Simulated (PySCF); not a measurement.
CH$_{3}$Cl$_{3}$Si, SMILES `C[Si](Cl)(Cl)Cl`.

PySCF calculation, B3LYP/def2-SVPD, gas phase; geometry: GFN2-xTB. No frequency check shows the geometry to be a minimum. GFN2-xTB bond lengths at metals and heavier atoms can be off by up to 0.1 Å and shapes distorted, which carries into these values.

The calculation's input:

```python
import numpy as np
from pyscf import gto, scf, dft
from pyscf.scf import atom_ks, atom_hf
from scipy.linalg import block_diag

def solve(mol, dm0=None, hcore=None):
    mf = (dft.UKS if mol.spin else dft.RKS)(mol, xc='b3lyp')
    mf.grids.level = 3
    mf = mf.density_fit(auxbasis='def2-universal-jkfit')
    mf.conv_tol, mf.max_cycle = 1e-8, 80
    if hcore is not None:
        mf.get_hcore = lambda *args: hcore
    mf.kernel(dm0)
    if not mf.converged:
        mf = mf.newton().run(mf.mo_coeff, mf.mo_occ, max_cycle=30)
    assert mf.converged, 'SCF not converged'
    return mf

mol = gto.M(atom='''
C     -0.00130     0.00002    -2.12999
Si     0.00004     0.00017    -0.23046
Cl     0.57182    -1.81234     0.46211
Cl     1.28385     1.40115     0.46200
Cl    -1.85513     0.41104     0.46283
H     -0.32087     0.96057    -2.52375
H      0.99134    -0.20293    -2.52414
H     -0.67238    -0.75758    -2.52370
''', basis='def2-svpd', charge=0, spin=0, verbose=4)
mf = solve(mol)
mf.analyze()
# spherically averaged free atoms, for the promolecule
atm = atom_ks.get_atm_nrks(mol, xc='b3lyp')
pro = block_diag(*[(atm[a[0]][2] * atm[a[0]][3]) @ atm[a[0]][2].T for a in mol._atom])
np.savez('result.npz', e=mf.e_tot, c=mf.mo_coeff, occ=mf.mo_occ, eps=mf.mo_energy, pro=pro, dip=mf.dip_moment(verbose=0), s2=mf.spin_square()[0])
```

Run with:

```sh
OMP_NUM_THREADS=1 python input.py
```

The run took 16 s on 1 thread of Intel(R) Xeon(R) Platinum 8259CL CPU @ 2.50GHz (Skylake/Cascade Lake) (shared host), peak memory 0.6 GiB.

Partitions, critical points and surface values were worked out afterwards from this run's density.

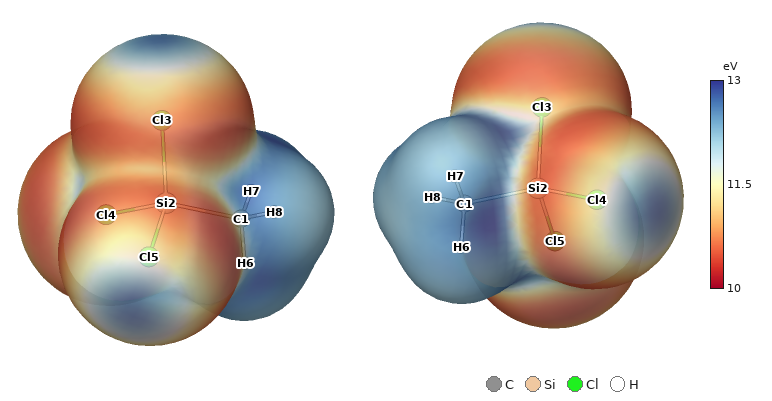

Average local ionisation energy on the surface of electron density 0.001 a.u. (back view left, front view right).

> Where are the most loosely bound electrons on this surface?

The lowest value is 10.5 eV, 2.1 Å from Cl4, and at like points elsewhere. Further minima include 10.5 eV, 2.1 Å from Cl3, and at like points elsewhere. For comparison, the highest occupied orbital lies at −9.0 eV.
